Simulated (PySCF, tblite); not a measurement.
# C₃H₁₂OSSi₃: geometry, infrared bands and NMR shifts

Aim: predict the infrared bands and NMR shifts of C₃H₁₂OSSi₃ (`CS[SiH2]C([SiH3])([SiH3])C=O`).

The runs use tblite 0.8.0 and PySCF 2.14.0, with density-fitted response routines of our own; the level of theory stands in each step. All values are computed, except where a source is named. Atoms are numbered from 0 throughout.

**1. The molecule as given**

20 atoms, charge 0, multiplicity 1; geometry from: force field or distance geometry start.

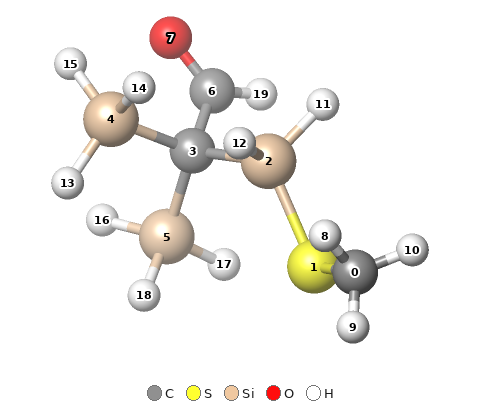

The starting geometry (carbon grey, sulfur yellow, silicon light orange, oxygen red, hydrogen white), atoms numbered.

**2. Geometry optimisation with GFN2-xTB**

Job settings and geometry (Å):

```
{"job": {"kind": "relax", "xc": "GFN2-xTB", "basis": "xTB"}, "charge": 0, "multiplicity": 1}
C      3.647400    -0.536600     0.040600
S      1.979500    -1.231400     0.285100
Si     0.667400    -0.043400    -0.854700
C     -1.092300    -0.015200    -0.303400
Si    -1.526200     1.750200     0.102000
Si    -1.437300    -1.043100     1.213600
C     -1.946200    -0.428300    -1.461600
O     -2.790900     0.385100    -1.845600
H      3.561600     0.550600    -0.168800
H      4.299300    -0.628400     0.918600
H      4.105900    -0.979000    -0.882000
H      0.677600    -0.379200    -2.286100
H      1.186800     1.350900    -0.761500
H     -1.325600     1.959400     1.530900
H     -0.527400     2.598800    -0.595600
H     -2.875300     2.072600    -0.366700
H     -2.866600    -0.851100     1.573900
H     -1.245900    -2.481500     1.005300
H     -0.668900    -0.639800     2.383100
H     -1.828000    -1.399900    -1.939600
```

Started as:

```sh
$ OMP_NUM_THREADS=1 python probes_run.py task.json out
```

One launch serves the whole session: the jobs run in the order shown.

Standard output:

```text
step      E/eV     max force
  0    -680.60087    2.679
  1    -680.80974    2.391
  2    -680.89764    1.114
  3    -680.94397    0.473
  4    -681.00335    0.498
  5    -681.02945    0.512
  6    -681.05558    0.340
  7    -681.07991    0.309
  8    -681.10945    0.430
  9    -681.13451    0.367
 10    -681.15047    0.272
 11    -681.15765    0.198
 12    -681.16318    0.225
 13    -681.16987    0.214
 14    -681.17688    0.209
 15    -681.18353    0.181
 16    -681.18906    0.175
 17    -681.19392    0.148
 18    -681.19827    0.171
 19    -681.20230    0.161
 20    -681.20648    0.202
 21    -681.21116    0.229
 22    -681.21621    0.174
 23    -681.22113    0.177
 24    -681.22556    0.180
 25    -681.22975    0.186
 26    -681.23428    0.218
 27    -681.23952    0.204
 28    -681.24531    0.221
 29    -681.25117    0.194
 30    -681.25676    0.197
 31    -681.26232    0.160
 32    -681.26851    0.179
 33    -681.27546    0.188
 34    -681.28307    0.200
 35    -681.29160    0.216
 36    -681.30074    0.224
 37    -681.30893    0.225
 38    -681.31408    0.249
 39    -681.31448    0.217
 40    -681.32117    0.112
 41    -681.32363    0.105
 42    -681.32833    0.130
 43    -681.33051    0.111
 44    -681.33327    0.098
 45    -681.33512    0.078
 46    -681.33678    0.086
 47    -681.33795    0.072
 48    -681.33940    0.086
 49    -681.34079    0.094
 50    -681.34209    0.094
 51    -681.34323    0.085
 52    -681.34439    0.077
 53    -681.34570    0.101
 54    -681.34714    0.105
 55    -681.34868    0.102
 56    -681.35044    0.100
 57    -681.35252    0.092
 58    -681.35483    0.107
 59    -681.35712    0.106
 60    -681.35931    0.121
 61    -681.36152    0.109
 62    -681.36368    0.088
 63    -681.36548    0.095
 64    -681.36695    0.111
 65    -681.36836    0.105
 66    -681.36995    0.079
 67    -681.37125    0.104
 68    -681.37246    0.096
 69    -681.37328    0.068
 70    -681.37407    0.055
 71    -681.37462    0.112
 72    -681.37586    0.091
 73    -681.37720    0.108
 74    -681.37821    0.056
 75    -681.37867    0.046
 76    -681.37902    0.047
 77    -681.37946    0.060
 78    -681.38006    0.067
 79    -681.38071    0.067
 80    -681.38123    0.050
 81    -681.38161    0.041
 82    -681.38196    0.044
 83    -681.38237    0.051
 84    -681.38290    0.056
 85    -681.38350    0.067
 86    -681.38414    0.067
 87    -681.38482    0.054
 88    -681.38552    0.062
 89    -681.38618    0.068
 90    -681.38684    0.062
 91    -681.38744    0.054
 92    -681.38803    0.051
 93    -681.38859    0.069
 94    -681.38921    0.066
 95    -681.38995    0.055
 96    -681.39080    0.062
 97    -681.39158    0.089
 98    -681.39240    0.149
 99    -681.39321    0.088
100    -681.39427    0.089
101    -681.39520    0.075
102    -681.39609    0.071
103    -681.39681    0.062
104    -681.39758    0.083
105    -681.39837    0.081
106    -681.39921    0.070
107    -681.39992    0.066
108    -681.40059    0.051
109    -681.40109    0.050
110    -681.40176    0.063
111    -681.40247    0.069
112    -681.40334    0.071
113    -681.40401    0.064
114    -681.40453    0.052
115    -681.40489    0.047
116    -681.40567    0.073
117    -681.40671    0.097
118    -681.40823    0.113
119    -681.40961    0.096
120    -681.41059    0.068
121    -681.41121    0.061
122    -681.41171    0.062
123    -681.41216    0.052
124    -681.41259    0.046
125    -681.41294    0.064
126    -681.41363    0.087
127    -681.41443    0.084
128    -681.41519    0.063
129    -681.41565    0.043
130    -681.41595    0.038
131    -681.41622    0.055
132    -681.41661    0.053
133    -681.41723    0.062
134    -681.41805    0.064
135    -681.41849    0.045
136    -681.41879    0.031
137    -681.41897    0.031
138    -681.41917    0.044
139    -681.41954    0.057
140    -681.42030    0.066
141    -681.42118    0.069
142    -681.42175    0.068
143    -681.42228    0.047
144    -681.42271    0.049
145    -681.42302    0.040
146    -681.42325    0.049
147    -681.42349    0.048
148    -681.42377    0.054
149    -681.42408    0.034
150    -681.42430    0.035
151    -681.42440    0.032
152    -681.42450    0.028
153    -681.42463    0.026
154    -681.42479    0.036
155    -681.42499    0.043
156    -681.42521    0.033
157    -681.42539    0.038
158    -681.42552    0.029
159    -681.42564    0.038
160    -681.42578    0.031
161    -681.42595    0.029
162    -681.42611    0.035
163    -681.42628    0.037
164    -681.42645    0.035
165    -681.42659    0.026
166    -681.42668    0.018
167    -681.42674    0.015
168    -681.42678    0.015
169    -681.42682    0.012
170    -681.42686    0.016
171    -681.42691    0.017
172    -681.42698    0.020
173    -681.42707    0.019
174    -681.42716    0.017
175    -681.42723    0.018
176    -681.42728    0.015
177    -681.42732    0.010
178    -681.42735    0.009
```

Wall time 3.4 s (1 thread of Arm Neoverse N1, shared host).

Relaxation path: (not every step is listed)

```
step  energy from step 0 (eV)  largest force (eV/Å)
   0                   0.0000                2.6787
   1                  -0.2089                2.3915
   2                  -0.2968                1.1144
   3                  -0.3431                0.4731
   4                  -0.4025                0.4982
   5                  -0.4286                0.5124
   6                  -0.4547                0.3396
   7                  -0.4790                0.3095
   8                  -0.5086                0.4303
  24                  -0.6247                0.1799
  40                  -0.7203                0.1124
  56                  -0.7496                0.0998
  72                  -0.7750                0.0913
  88                  -0.7847                0.0624
 104                  -0.7967                0.0832
 120                  -0.8097                0.0681
 136                  -0.8179                0.0311
 152                  -0.8236                0.0280
 168                  -0.8259                0.0149
 173                  -0.8262                0.0193
 174                  -0.8263                0.0170
 175                  -0.8264                0.0181
 176                  -0.8264                0.0148
 177                  -0.8265                0.0103
 178                  -0.8265                0.0087
```

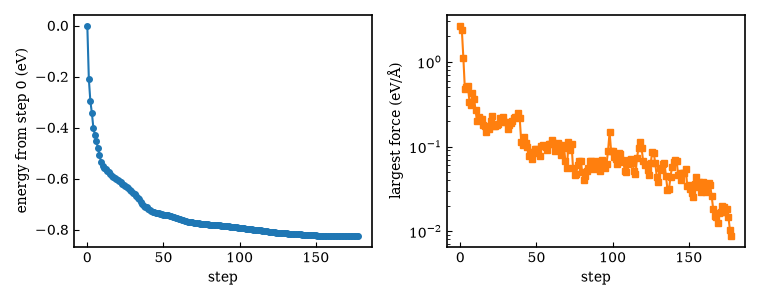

Energy and force, step by step.

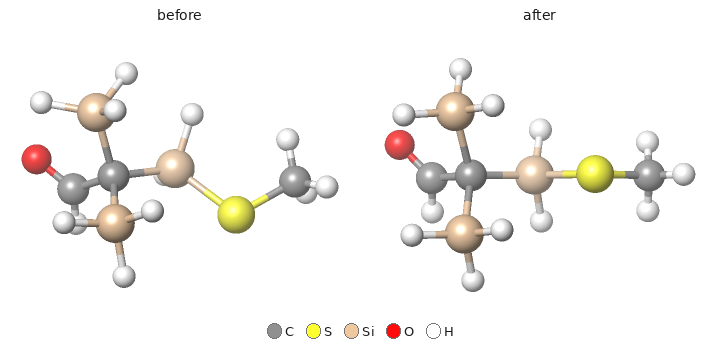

The geometry before (left) and after (right).

Close pairs (by a distance rule), those that changed most:

```
   bond  before (Å)  after (Å)  change (Å)
 C3–Si4       1.863      1.925      +0.062
 C3–Si5       1.865      1.915      +0.051
 Si2–C3       1.844      1.891      +0.047
  C3–C6       1.497      1.455      -0.043
 C0–H10       1.121      1.085      -0.036
 S1–Si2       2.105      2.136      +0.031
Si4–H14       1.485      1.459      -0.026
  C0–H8       1.111      1.085      -0.025
```

The next job starts from the end point, and lists it.

**3. Harmonic vibrations with GFN2-xTB**

Job settings and geometry (Å):

```
{"job": {"kind": "ir", "xc": "GFN2-xTB", "basis": "xTB"}, "charge": 0, "multiplicity": 1}
C      3.597489    -0.311784     0.083570
S      1.998985    -0.030311     0.905565
Si     0.740489    -0.160156    -0.815302
C     -1.058276     0.059116    -0.275007
Si    -1.488553     1.846675     0.294355
Si    -1.587675    -1.284862     0.982863
C     -1.850627    -0.092953    -1.485227
O     -2.561714     0.789652    -1.910937
H      3.763014     0.455560    -0.665525
H      4.362519    -0.254370     0.850165
H      3.601836    -1.295538    -0.374384
H      0.978091    -1.470189    -1.433736
H      1.165684     0.874509    -1.761916
H     -0.727560     2.090343     1.524175
H     -1.067805     2.790849    -0.735315
H     -2.914911     1.920057     0.584511
H     -3.025410    -1.160302     1.221829
H     -1.314280    -2.605048     0.404185
H     -0.835343    -1.091709     2.216022
H     -1.781101    -1.058860    -2.022625
```

Standard output:

```text
mode    cm-1     km/mol
  1      38.8      5.43
  2      41.3      0.74
  3      57.7      1.80
  4      85.7      2.23
  5     122.9      0.03
  6     127.9      0.94
  7     137.9     11.22
  8     146.2      0.93
  9     165.6      6.64
 10     193.8      8.73
 11     220.2      1.71
 12     235.9      0.81
 13     300.2      1.33
 14     411.4      1.44
 15     458.8     37.53
 16     506.9     36.33
 17     525.4     43.41
 18     527.0      5.79
 19     529.7     44.89
 20     549.2     38.82
 21     572.4     12.24
 22     619.1     42.34
 23     711.9    309.65
 24     727.7    102.53
 25     754.8    106.25
 26     766.1    292.66
 27     775.1    246.35
 28     787.3    230.14
 29     800.0    286.89
 30     803.2    539.33
 31     806.7     62.66
 32     822.8     43.28
 33     925.1    198.45
 34     947.5      0.41
 35     957.3      8.06
 36     965.5     98.46
 37    1145.4    204.88
 38    1322.0      2.68
 39    1379.5     29.79
 40    1453.8      4.42
 41    1459.0      8.91
 42    1703.9    433.32
 43    2207.5    172.10
 44    2237.8    397.13
 45    2247.0    236.84
 46    2256.5    172.04
 47    2278.1    224.90
 48    2307.7    269.67
 49    2322.6    336.32
 50    2325.1    285.91
 51    2748.1    169.42
 52    3033.9      5.44
 53    3038.3     10.04
 54    3062.4      0.72
```

Wall time 2 s (1 thread of Arm Neoverse N1, shared host).

Which atoms move in the most intense modes:

```
cm⁻¹  km/mol                         atoms
 712   309.6            H11 35 %, H12 31 %
 766   292.7            H18 49 %, H17 31 %
 800   286.9            H13 39 %, H14 23 %
 803   539.3  H13 25 %, H15 23 %, H14 12 %
1704   433.3              C6 60 %, O7 38 %
2238   397.1                      H17 84 %
2323   336.3                      H15 90 %
2325   285.9                      H18 92 %
```

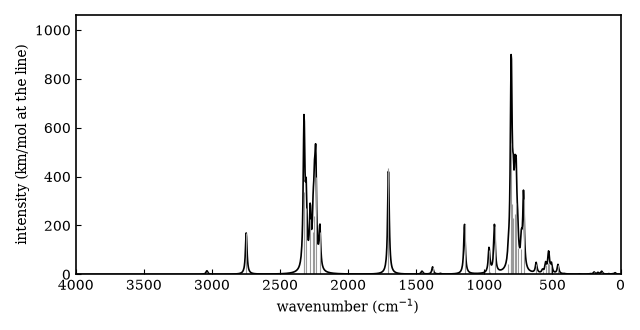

The infrared spectrum from these modes, unscaled. Lines are broadened to a width of 14 cm⁻¹ (Lorentzian).

**4. Nuclear shieldings: PBE0/pcSseg-1**

Same as in step 3 but for these lines:

```diff
@@ -1,2 +1,2 @@
-{"job": {"kind": "ir", "xc": "GFN2-xTB", "basis": "xTB"}, "charge": 0, "multiplicity": 1}
+{"job": {"kind": "nmr", "xc": "PBE0", "basis": "pcSseg-1"}, "charge": 0, "multiplicity": 1}
 C      3.597489    -0.311784     0.083570
```

Method: GIAO PBE0/pcSseg-1 NMR shielding, non-relativistic, gas phase.

Standard output:

```text
coarse grid: 18280 points
cycle   1  E = -1462.4481831225  dE =  7.027e-01  |g| = 7.802e-01  |ddm| = 4.081e+00
cycle   2  E = -1462.0378112945  dE =  4.104e-01  |g| = 1.624e+00  |ddm| = 2.626e+00
cycle   3  E = -1462.5683396246  dE = -5.305e-01  |g| = 1.757e-01  |ddm| = 2.086e+00
cycle   4  E = -1462.5741340385  dE = -5.794e-03  |g| = 8.236e-02  |ddm| = 2.507e-01
cycle   5  E = -1462.5757474429  dE = -1.613e-03  |g| = 1.687e-02  |ddm| = 9.186e-02
cycle   6  E = -1462.5758135456  dE = -6.610e-05  |g| = 5.530e-03  |ddm| = 2.524e-02
cycle   7  E = -1462.5758210021  dE = -7.456e-06  |g| = 1.480e-03  |ddm| = 7.532e-03
final grid: 156824 points
cycle   8  E = -1462.6333560263  dE = -8.040e-06  |g| = 1.323e-02  |ddm| = 2.942e-02
cycle   9  E = -1462.6332637189  dE =  9.231e-05  |g| = 2.553e-02  |ddm| = 3.015e-02
cycle  10  E = -1462.6333892908  dE = -1.256e-04  |g| = 2.648e-03  |ddm| = 2.156e-02
cycle  11  E = -1462.6333908141  dE = -1.523e-06  |g| = 2.723e-04  |ddm| = 2.436e-03
cycle  12  E = -1462.6333908334  dE = -1.928e-08  |g| = 6.981e-05  |ddm| = 4.265e-04
cycle  13  E = -1462.6333908347  dE = -1.265e-09  |g| = 2.573e-05  |ddm| = 1.268e-04
cycle  14  E = -1462.6333908348  dE = -1.719e-10  |g| = 8.047e-06  |ddm| = 3.452e-05
converged SCF energy = -1462.6333908348

GIAO shielding tensors (ppm)
atom      isotropic    diamagn.    paramagn.     s11        s22        s33       span
  0 C      172.776     251.248     -78.473    161.668    164.733    191.926     30.258
  1 S      724.915    1061.597    -336.682    630.805    637.593    906.346    275.541
  2 Si     370.068     882.396    -512.328    335.267    348.709    426.227     90.960
  3 C      157.515     263.409    -105.894    113.006    152.767    206.773     93.767
  4 Si     423.359     881.282    -457.924    385.649    420.024    464.403     78.754
  5 Si     420.947     881.028    -460.081    385.150    414.380    463.312     78.162
  6 C      -18.628     252.190    -270.818   -118.575    -35.785     98.474    217.049
  7 O     -346.290     399.093    -745.384   -916.911   -434.785    312.825   1229.736
  8 H       29.776      29.702       0.074     23.858     27.732     37.740     13.882
  9 H       29.493      28.519       0.975     23.567     26.460     38.453     14.887
 10 H       29.780      29.768       0.012     23.791     27.812     37.738     13.948
 11 H       26.575      31.572      -4.997     23.374     24.982     31.369      7.995
 12 H       27.032      31.422      -4.390     23.304     25.695     32.095      8.791
 13 H       27.865      30.784      -2.919     23.979     27.704     31.912      7.933
 14 H       27.477      30.305      -2.828     24.215     25.375     32.840      8.626
 15 H       27.597      30.455      -2.858     24.189     25.241     33.362      9.173
 16 H       27.876      29.818      -1.942     23.615     26.063     33.950     10.335
 17 H       27.324      29.842      -2.518     23.534     26.033     32.407      8.873
 18 H       27.413      30.218      -2.804     23.565     27.273     31.402      7.836
 19 H       22.027      29.519      -7.492     18.944     20.244     26.894      7.950
```

It took 96 s on 1 thread of Arm Neoverse N1, shared host; peak memory 1.1 GiB.

The references, computed at this level on geometries of the same kind, shield at (ppm): 1H TMS 31.72, 13C TMS 186.9, 29Si TMS 349.2, 17O H2O 336.1, 33S CS2 504. Their shielding less the atom's gives the shift. The references are single molecules in the gas phase, so shifts against H2O, NH3, PH3, H3PO4 or CFCl3 are not on the usual liquid scales and can be off by tens of ppm. Atoms listed in one row are averaged.

```
                       atoms                                                   environment  σ (ppm)  δ (ppm)  δ scaled to CDCl3
                          C6                                      aldehyde carbonyl carbon    -18.6    205.6              198.7
                          C3  fully substituted sp3 carbon bonded to 3 Si, α to a carbonyl    157.5     29.4               26.8
                          C0                                     methyl carbon bonded to S    172.8     14.1                7.5
                         H19                       hydrogen on an aldehyde carbonyl carbon    22.03     9.69               9.24
                    H11, H12                          hydrogen on a silicon bonded to C, S    26.80     4.91                  –
H13, H14, H15, H16, H17, H18                             hydrogen on a silicon bonded to C    27.59     4.12                  –
                 H8, H9, H10                       hydrogen on a methyl carbon bonded to S    29.68     2.03               2.02
                          S1                                        sulfur bonded to C, Si      725     -221                  –
                         Si2                                   silicon bonded to C, S, 2 H    370.1    -20.9                  –
                    Si4, Si5                                      silicon bonded to C, 3 H    422.2    -73.0                  –
                          O7                                               aldehyde oxygen   -346.3    682.4                  –
```

The scaled column applies a straight-line fit of computed shieldings to shifts measured in CDCl3, with any fitted terms for Cl, Br or S neighbours (root-mean-square error 0.16 ppm for H, 1.9 ppm for C).

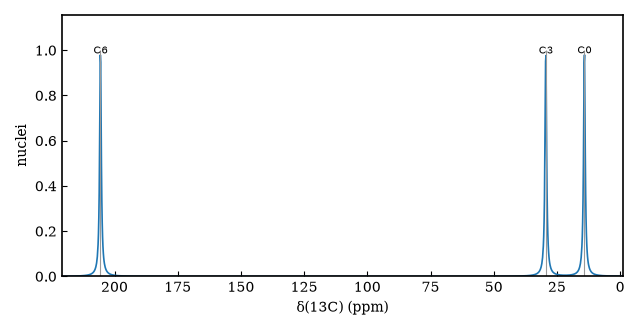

13C lines at the computed shifts, without couplings. Lines are broadened to a width of 0.77 ppm (Lorentzian).

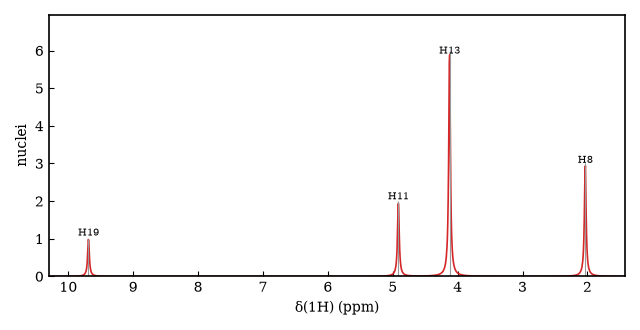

1H lines at the computed shifts, without couplings. Lines are broadened to a width of 0.03 ppm (Lorentzian).

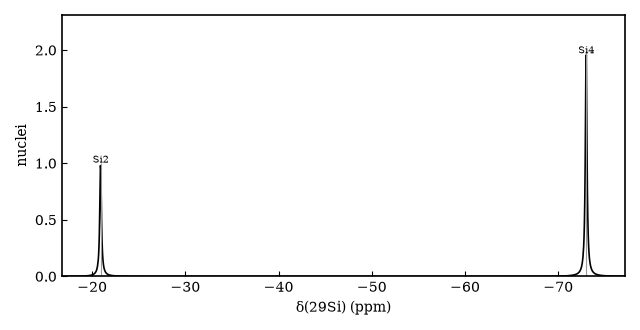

29Si lines at the computed shifts, without couplings. Lines are broadened to a width of 0.21 ppm (Lorentzian).

Charges from the same density, by scheme (e):

```
   atoms  Mulliken    IAO  Hirshfeld  ESP fit
      C0     -0.39  -0.50      -0.11    -0.44
      S1     -0.29  -0.17      -0.08    -0.21
     Si2      0.61   0.69       0.30     0.18
      C3     -1.17  -0.80      -0.24    -0.32
Si4, Si5      0.54   0.60       0.30     0.33
      C6      0.32   0.25       0.11     0.50
      O7     -0.36  -0.40      -0.20    -0.47
```

IAO charges:

C0 -0.50; S1 -0.17; Si2 0.69; C3 -0.80; Si4 0.60; Si5 0.60; C6 0.25; O7 -0.40; H8 0.16; H9 0.18; H10 0.16; H11 -0.12; H12 -0.12; H13 -0.13; H14 -0.10; H15 -0.10; H16 -0.10; H17 -0.11; H18 -0.09; H19 0.11

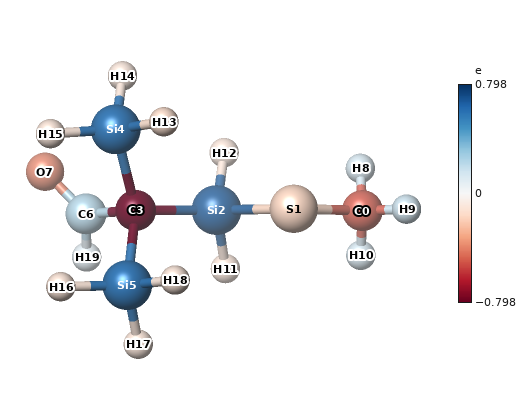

IAO charges, as colours on the atoms.

Mayer bond orders: C0–S1 0.99, S1–Si2 0.98, Si2–C3 0.83, C3–Si4 0.80, C3–Si5 0.80, C3–C6 0.98, C6–O7 1.93.

**5. Results**

| quantity | value |
| --- | --- |
| strongest single infrared mode (GFN2-xTB) | 803 cm⁻¹, 539 km/mol |
| zero-point energy (GFN2-xTB) | 81.0 kcal/mol |
| 13C shifts against TMS (PBE0/pcSseg-1) | 205.6, 29.4, 14.1 ppm |
| 1H shifts against TMS (PBE0/pcSseg-1, means over atoms taken as alike) | 9.69, 4.91, 4.12, 2.03 ppm |
| 33S shifts against CS2 (PBE0/pcSseg-1) | -221 ppm |
| 29Si shifts against TMS (PBE0/pcSseg-1, means over atoms taken as alike) | -20.9, -73.0 ppm |
| 17O shifts against H2O (PBE0/pcSseg-1) | 682.4 ppm |

Relaxing lowered the energy by 0.826 eV in 178 steps; the close pair that moved most is C3–Si4, from 1.863 to 1.925 Å. No mode is imaginary among the 54: a minimum at this level. Unscaled tight-binding wavenumbers are off by several per cent, some by more. Its intensities can rank the bands wrongly. The most deshielded carbon is C6 (aldehyde carbonyl carbon), at 205.6 ppm: low-lying n→π* states of the double bond to the heteroatom give a large paramagnetic term (-271 ppm). H19 (hydrogen on an aldehyde carbonyl carbon) lies farthest downfield among hydrogen, at 9.69 ppm; the C=O anisotropy and electron withdrawal place aldehyde protons far downfield. At PBE0/pcSseg-1: Shielding is most anisotropic at O7 (span 1230 ppm, paramagnetic term -745 ppm).
